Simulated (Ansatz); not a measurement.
A series of calculations on AlBSiH₆

Part 1: Relaxation

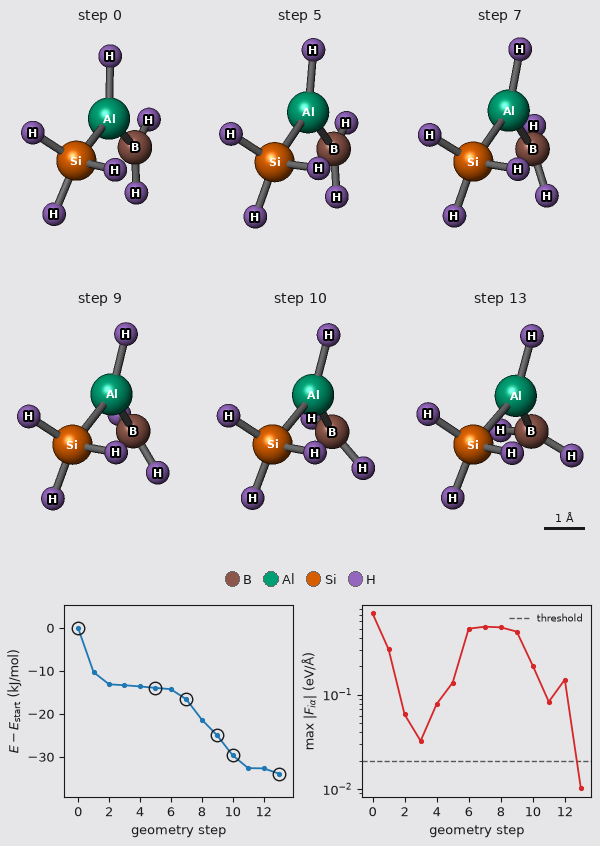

Frames of a relaxation of AlBSiH₆, marked on the history of the run. The picture is a ball-and-stick view, seen from a free direction.

The run prepares an end point of a later path (hydrogen shift) calculation, from a guessed geometry.

These are results of RKS B3LYP/def2-SVP (Ansatz), not measurements. Settings: no spin polarisation; force threshold 0.02 eV/Å; at most 50 steps.

Q: What happens along the run?

A: The largest move after the best rigid fit is that of an H atom, 1.42 Å. By element the largest moves are H 1.42 Å, Al 0.24 Å, B 0.11 Å, Si 0.11 Å. Some distances before and after: Al–Si 2.429 → 2.478 Å, B–H 1.182 → 1.212 Å, Al–B 2.097 → 2.114 Å, H–Si 1.483 → 1.499 Å. Bond angles that change, for instance: B–Al–Si 133.4° → 122.2°, B–Al–H 113.9° → 121.1°, Al–Si–H 116.7° → 110.1°. Groups turn about Al–B by about 90°. After 13 geometry steps the energy has fallen by 33.9 kJ/mol. The largest force component goes from 0.72 to 0.01 eV/Å. The run took 29 s on 1 thread of Intel(R) Xeon(R) Platinum 8488C (Sapphire Rapids), on a shared host, peak memory 0.17 GiB. From step 0 to 5: an H atom moves most (0.22 Å), energy −13.9 kJ/mol. From step 5 to 7: an H atom moves most (0.32 Å), energy −2.66 kJ/mol. From step 7 to 9: an H atom moves most (0.39 Å), energy −8.41 kJ/mol. From step 9 to 10: an H atom moves most (0.20 Å), energy −4.63 kJ/mol. From step 10 to 13: H atoms move most (0.42 Å), energy −4.27 kJ/mol.

| step | E − E(0), kJ/mol | largest force component, eV/Å |
| --- | --- | --- |
| 0 | 0.00 | 0.7238 |
| 1 | -10.25 | 0.3024 |
| 2 | -13.09 | 0.0617 |
| 3 | -13.31 | 0.0324 |
| 4 | -13.59 | 0.0796 |
| 5 | -13.92 | 0.1343 |
| 6 | -14.23 | 0.4997 |
| 7 | -16.59 | 0.5241 |
| 8 | -21.30 | 0.5166 |
| 9 | -24.99 | 0.4654 |
| 10 | -29.62 | 0.2025 |
| 11 | -32.60 | 0.0842 |
| 12 | -32.65 | 0.1444 |
| 13 | -33.89 | 0.0102 |

Part 2: Relaxation

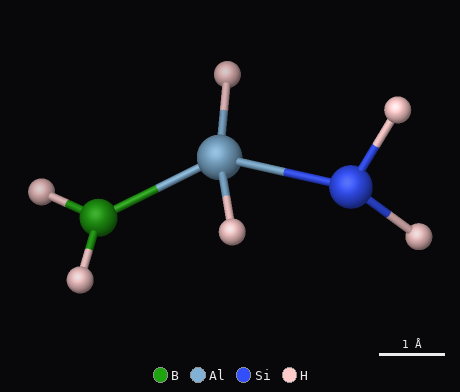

AlBSiH6, before the relaxation. A ball-and-stick model, seen from a free direction.

The run prepares an end point of a later path (hydrogen shift) calculation, from a guessed geometry.

These are results of RKS B3LYP/def2-SVP (Ansatz), not measurements.

Input file:
```yaml
crystal:
  periodic: [false, false, false]
  atoms:
    - { symbol: B, position_ang: [-1.22522, 1.11425, -1.65613] }
    - { symbol: Al, position_ang: [0.03678, 0.7861, -0.01325] }
    - { symbol: Si, position_ang: [0.82145, -1.21641, 1.11536] }
    - { symbol: H, position_ang: [-1.74048, 0.24725, -2.27275] }
    - { symbol: H, position_ang: [-1.49802, 2.1944, -2.04589] }
    - { symbol: H, position_ang: [0.58532, 2.11554, 0.65107] }
    - { symbol: H, position_ang: [2.15424, -1.72806, 0.71412] }
    - { symbol: H, position_ang: [-0.33866, -0.65857, -0.39217] }
    - { symbol: H, position_ang: [0.92428, -1.11545, 2.58969] }
basis:
  gaussian: { orbitals: def2-SVP }
hamiltonian:
  xc: b3lyp
relax:
  f_tol: 0.02
  max_steps: 50
output:
  orbitals: {}
```

Run as
```bash
ansatz run input.yaml --threads 1 --pin off --max-ram 2048MiB --backend cpu --events-out ev --progress --plain --runs-dir out
```

Predict the outcome.

Answer. The energy falls by 99.8 kcal/mol in 14 accepted moves (15 points after the start). The largest force component goes from 3.5 to 0.019 eV/Å. The line search rejected the trial step at point 12 of the run. H8 moves most after the best rigid fit: 1.88 Å. Largest moves by element: H 1.88 Å, Al 0.41 Å, Si 0.29 Å, B 0.27 Å. Some distances before and after: Al2–H8 1.540 → 3.321 Å, Si3–H8 1.982 → 1.499 Å, Al2–Si3 2.429 → 2.479 Å, B1–H4 1.182 → 1.212 Å. New bonds form, among them: Si3–H8 (1.98 → 1.50 Å). Bonds break, among them: Al2–H8 (1.54 → 3.32 Å). Among the angles between lasting bonds that change: B1–Al2–Si3 133.4° → 120.3°, B1–Al2–H6 113.9° → 121.1°, Si3–Al2–H6 112.7° → 118.6°. Groups turn about B1–Al2 by about 90°, Al2–Si3 by about 30°. The run took 35 s on 1 thread of Intel(R) Xeon(R) Platinum 8488C (Sapphire Rapids), with other jobs on the host, peak memory 0.17 GiB.

Step by step:

```csv
step,"E − E(0), kcal/mol","largest force component, eV/Å",note
0,0.00,3.5304,
1,-28.86,2.6925,
2,-50.41,2.1011,
3,-68.03,1.5773,
4,-79.09,1.1036,
5,-85.58,0.7781,
6,-89.80,0.3796,
7,-93.11,0.2418,
8,-95.61,0.2280,
9,-97.30,0.2217,
10,-98.55,0.1419,
11,-99.08,0.3575,
12,-98.52,0.6035,rejected
13,-99.54,0.1332,
14,-99.73,0.0382,
15,-99.78,0.0195,
```

The structure at the end:

```xyz
9

B    -1.0540    1.2855   -1.7844
Al   -0.1701    1.1163    0.1291
Si    0.7757   -1.0484    0.8817
H    -2.2282    1.0631   -1.9839
H    -0.4281    1.5855   -2.7770
H    -0.1207    2.3610    1.1268
H     1.9499   -1.4489    0.0404
H    -0.2375   -2.1450    0.7511
H     1.2326   -1.0301    2.3063
```

After the run, drawn alike:

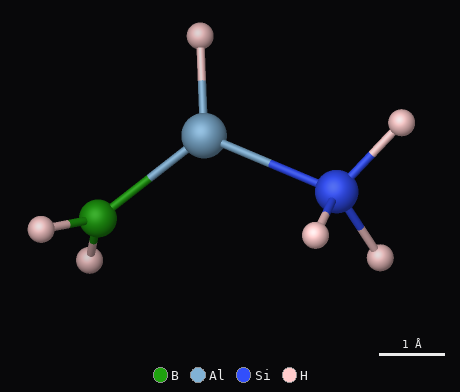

Part 3: Path

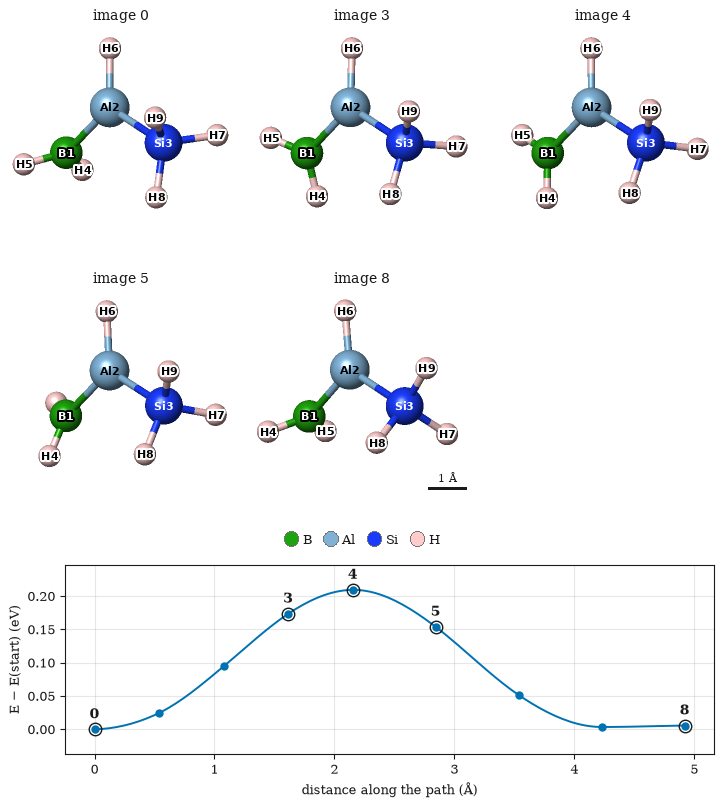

A search for the minimum-energy path of AlBSiH6 by the nudged elastic band. Images are numbered from 0 (start) to 8 (end). Style: ball-and-stick. Shown from a free direction.

Theory: Ansatz, RKS B3LYP/def2-SVP. Run with 7 movable images; climbing image; force threshold 0.05 eV/Å; iteration limit 60; starting path through a guess of the saddle point.

**What happens along the path, and what is the barrier?**

Forward barrier 0.210 eV, backward barrier 0.204 eV, with image 4 at the top; the reaction energy is +0.006 eV. No bond forms or breaks between the ends. The band converged in 13 iterations, with a climbing image at the top.

Cost: 2.9 min on 1 thread of Intel(R) Xeon(R) Platinum 8488C (Sapphire Rapids), with other jobs on the host, peak memory 0.17 GiB.
